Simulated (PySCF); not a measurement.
SMILES [Cl][Ge]([Cl])([Cl])[CH2][Al]([CH3])[CH3] (C3H8AlCl3Ge) at its GFN2-xTB optimised geometry (Å):

```
16

Ge    -0.9959    -2.3611     0.8535
Cl    -0.3076    -0.6290     2.1166
Cl     0.1961    -3.9749     1.5785
Cl    -2.9953    -2.6727     1.5258
C     -0.6085    -1.4631    -0.8684
Al     0.0409     0.3424     0.0000
C     -1.5027     1.5932     0.0000
C      2.0268     0.3424     0.0000
H     -1.5222    -1.4606    -1.4666
H      0.1199    -2.0715    -1.4093
H     -1.5960     2.1371    -0.9451
H     -1.4239     2.3611     0.7788
H     -2.4659     1.0915     0.1622
H      2.4377     0.7081    -0.9461
H      2.4453     0.9926     0.7774
H      2.4659    -0.6504     0.1628
```

Method: PBE0/def2-TZVP (PySCF). Cells within 0.4 Å of a nucleus heavier than hydrogen are left out (blank, or x).

Map of the electrostatic potential (hartree/e), clipped to [-0.08, 0.12] on the plane z = 0.0 Å:

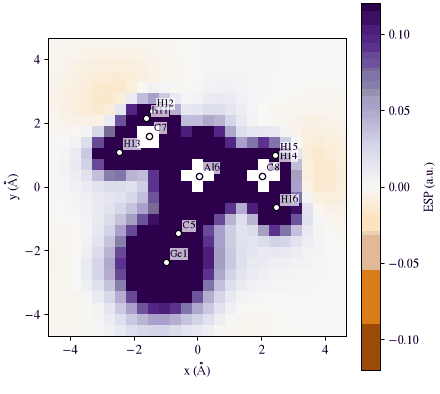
Electrostatic potential (hartree/e), clipped to [-0.08, 0.12] on the plane z = 0.0 Å.
